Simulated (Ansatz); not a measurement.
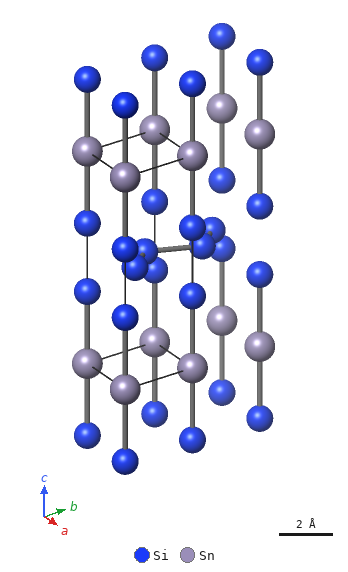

Starting structure of crystalline Si$_{4}$Sn (a generated structure, set up in P6/mmm). A ball-and-stick model of the cell of the calculation, repeated 1 × 2 × 1 with one cell outlined, seen slightly off an axis.

Computed with DFT PBE, scalar-relativistic, plane waves, PAW (Ansatz).

The input:
```yaml
crystal:
  lattice:
    - [4.0227311449, 0.0, 0.0]
    - [-2.0113655725, 3.4837873641, 0.0]
    - [0.0, 0.0, 8.3041899135]
  atoms:
    - { symbol: Si, position: [0.0, 0.0, 0.3389707954] }
    - { symbol: Si, position: [0.0, 0.0, 0.6610292046] }
    - { symbol: Si, position: [0.3333333333, 0.6666666667, 0.5] }
    - { symbol: Si, position: [0.6666666667, 0.3333333333, 0.5] }
    - { symbol: Sn, position: [0.0, 0.0, 0.0] }
basis:
  ecutwfc: 420
kpoints:
  mp_grid: { grid: [12, 12, 6] }
hamiltonian:
  xc: pbe
scf:
  occupations: { method: gaussian, width: 0.1 }
output:
  forces: true
  stress: true
  eigenvalues: true
  write_density: true
  write_potential: true
  elf: true
  volumetric_format: npy
relax:
  adjacent_minimum: "off"
  f_tol: 0.01
  max_steps: 80
  cell: { stress_tol: 0.05 }
```

Run as
```bash
ansatz run input.yaml --threads 1 --pin off --max-ram 2560MiB --backend cpu --events-out ev --progress --plain --runs-dir out
```

> Predict the outcome.

The largest moves relative to the cell, 0.011 Å, are those of Si1 and Si2. Si2 goes along +c. Sn stays in place. The volume changes by −0.4 %, with a = b 4.023 → 4.042 Å (+0.5 %), c 8.304 → 8.190 Å (−1.4 %). Among the contacts that change: Si1–Sn5 2.815 → 2.765 Å, Si3–Si4 2.323 → 2.333 Å. The space group stays P6/mmm (No. 191). After 3 accepted moves (5 points after the start) the energy has fallen by 1.5 meV per atom. The largest force component goes from 0.094 to 0.0013 eV/Å. The pressure goes from 0.02 to 0.01 GPa. The line search rejected the trial step at point 3 of the run. The SCF was repeated once at an unchanged geometry on a basis and grid sized afresh for the cell, which shifted the energy by less than 0.05 meV per atom at most.

The structure at the end:

```
Si Sn
1.0
     4.04161    0.00000    0.00000
    -2.02080    3.50014    0.00000
     0.00000    0.00000    8.19009
Si Sn
4 1
Direct
  0.00000 0.00000 0.33757
  0.00000 0.00000 0.66243
  0.33333 0.66667 0.50000
  0.66667 0.33333 0.50000
  0.00000 0.00000 0.00000
```

After the run, drawn alike:

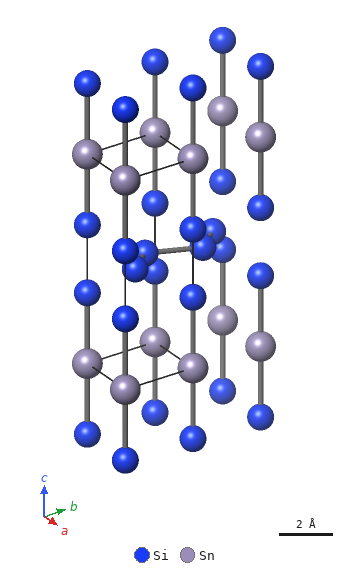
